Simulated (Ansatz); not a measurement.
Single-point calculation of MoHO$_{3}$F

MoHO$_{3}$F, SMILES [O]=[Mo](=[O])([OH])[F], computed with RKS PBE-QIDH (frozen core)/def2-TZVPP (Ansatz 0.2.0).

The geometry comes from this level: PBE0-D4/def2-TZVP.

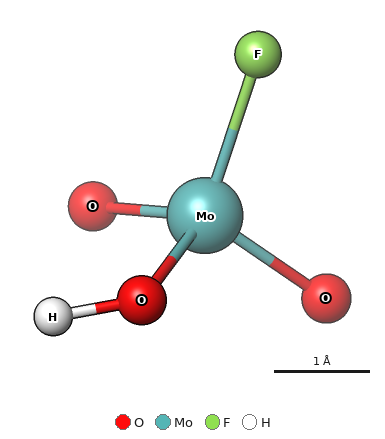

Figure 1. The structure as given in the input (ball-and-stick view, seen at a tilt). Sticks mark near contacts.

Summary

```csv
quantity,value
outcome,converged
total energy,−10727.1099 eV
mean-field energy,−10710.6477 eV
SCF solution under orbital rotations,stable
hardware,"4 threads of Arm Neoverse N1, 15 GiB of memory available, shared host"
wall time,7 s (CPU time 26 s)
peak memory,0.45 GiB
```

Input
```yaml
crystal:
  periodic: [false, false, false]
  atoms:
    - {symbol: O, position_ang: [0.806817, -1.223136, 1.266281]}
    - {symbol: Mo, position_ang: [0.323081, -0.310876, -0.045245]}
    - {symbol: O, position_ang: [-0.557262, -1.300042, -1.062180]}
    - {symbol: O, position_ang: [-0.742648, 1.088452, 0.559150]}
    - {symbol: F, position_ang: [1.798648, 0.343043, -0.936307]}
    - {symbol: H, position_ang: [-1.586434, 1.338560, 0.172301]}
basis:
  gaussian: {orbitals: def2-TZVPP}
hamiltonian: {xc: {name: PBE-QIDH}}
```

Command:
```bash
ansatz run in.yaml --threads 4 --pin off --events-out ev --progress --plain --max-ram 10444MiB
```

The program's output
```
Functional definition: PBE-QIDH
  name "PBE-QIDH"
  cite "Brémond, Sancho-García, Pérez-Jiménez & Adamo, J. Chem. Phys. 141, 031101 (2014) doi:10.1063/1.4890314"
  cite "Perdew, Burke & Ernzerhof, Phys. Rev. Lett. 77, 3865 (1996) doi:10.1103/PhysRevLett.77.3865"
  parameter a = 3^(-1/3)
  parameter c = 1/3
  exchange = (1 - a)*pbe_x + a*exact_x
  correlation = (1 - c)*pbe_c + c*(mp2_os + mp2_ss)
1301 factors; integrals over basis functions are off by at most 6.4e-4 eV
mean field evaluation 1: about -10694.9055 eV, gradient 9.7e1 eV
mean field evaluation 2: about -10695.1129 eV, gradient 9.7e1 eV
mean field evaluation 4: about -10709.6385 eV, gradient 2.5e1 eV
mean field evaluation 8: about -10710.6400 eV, gradient 1.9e0 eV
mean field evaluation 16: about -10710.6477 eV, gradient 2.0e-3 eV
mean field -10710.64765995 eV, -393.6090415653 hartree, gradient 5.8e-6 eV, S^2 0.000000; 0 other end points of the search recorded, 0 dependent functions left out
4 core orbitals not correlated: weight in the atoms' cores, before any rotation towards them, 1.000 or more for the frozen orbitals, at most 0.000 for the correlated occupied ones
reference -10710.64767496 eV, -393.6090421172 hartree; 20, 20 occupied and 170, 170 virtual orbitals, 1301 factors
second order -49.38656429 eV of doubles, -0.00000000 eV of singles
Total energy: -10727.10986306 eV, -394.2140163713 hartree
```
